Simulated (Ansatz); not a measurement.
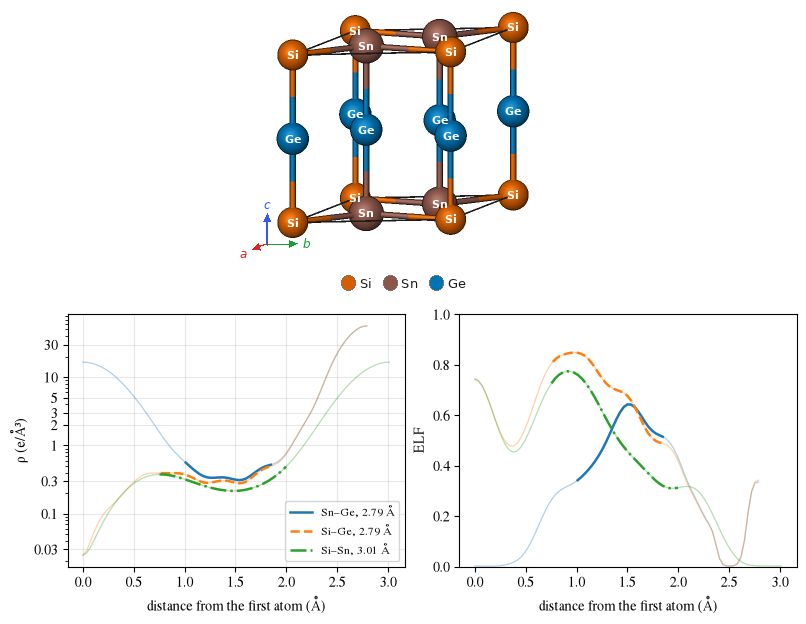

Figure. SiSn2Ge3. Valence charge density (pseudo) and ELF along straight lines between neighbouring atoms. Thin, pale parts lie inside the atomic spheres. The structure is drawn too.

Space group P6/mmm; a structure generated by program, which may or may not match a known phase.

Computed with DFT PBE, scalar-relativistic, plane waves, PAW (Ansatz 0.2.0).

The density is the valence pseudo-density of a PAW calculation; it isn't the true density close to the nuclei.

Compare the contacts.

Answer. Sn–Ge (2.79 Å): the density is about 0.34 e/Å³ at the midpoint; the ELF peaks at about 0.65 between the atoms.
Si–Ge (2.79 Å): ρ at the midpoint is about 0.31 e/Å³; the ELF peaks at about 0.85 in the valence shell of Si, 1.0 Å from its nucleus, and is about 0.70 at the midpoint.
Si–Sn (3.01 Å): ρ is about 0.22 e/Å³ halfway; the ELF peaks at about 0.75 in the valence shell of Si, 0.9 Å from its nucleus, and is about 0.45 at the midpoint.
